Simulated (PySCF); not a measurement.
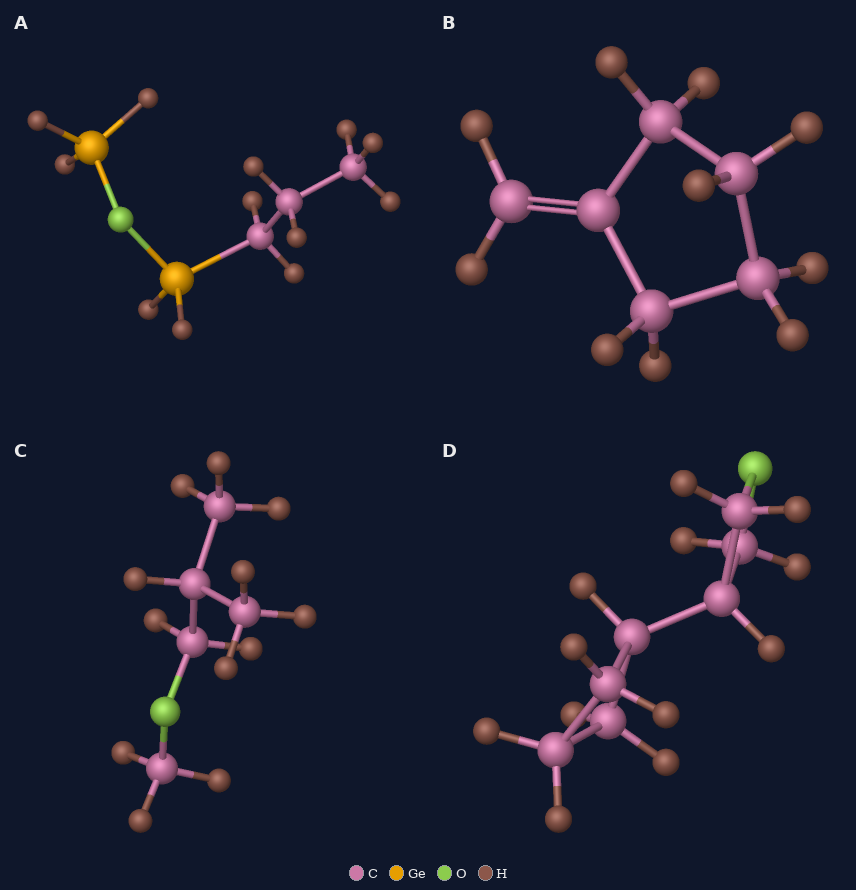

Simulated data, not a measurement (program: PySCF).

> Which panel belongs to which SMILES?
(1) CC[CH2][GeH2][O][GeH3]
(2) COCC(C)C
(3) C1CC(C2COC2)C1
(4) C=C1CCCC1

A is (1), B is (4), C is (2), D is (3).
